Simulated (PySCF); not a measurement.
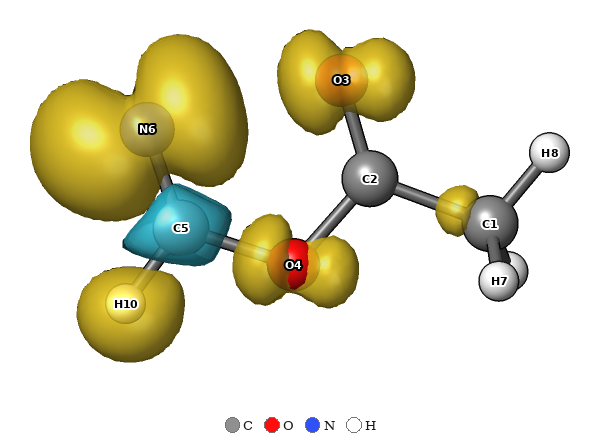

Figure. C3H4NO2 (SMILES CC(=O)OC=[N]) (doublet). Isosurfaces of the spin density (α minus β) at +0.02 (yellow) and −0.02 e/Å³ (cyan), seen across its widest extent.

Geometry: GFN2-xTB.

These are results of PySCF 2.14.0, density-fitted response routines, UKS B3LYP, pcH-1 on C H N O, non-relativistic, mean-field spin-orbit, GIAO, not measurements.

```xyz
10

C    -1.6187   -0.2543   -0.0776
C    -0.2505    0.2719    0.2462
O     0.0068    1.1771    0.9865
O     0.7053   -0.4144   -0.4137
C     1.9910    0.0302   -0.1495
N     2.3118    0.9436    0.5936
H    -1.7808   -0.2004   -1.1517
H    -2.3667    0.3317    0.4466
H    -1.6827   -1.2975    0.2239
H     2.6935   -0.5834   -0.7269
```

> Where is the unpaired spin?

The unpaired spin (1 electron) lies mostly on N6 (about 0.7) and O3 (about 0.1), in electrons by Hirshfeld's partition.
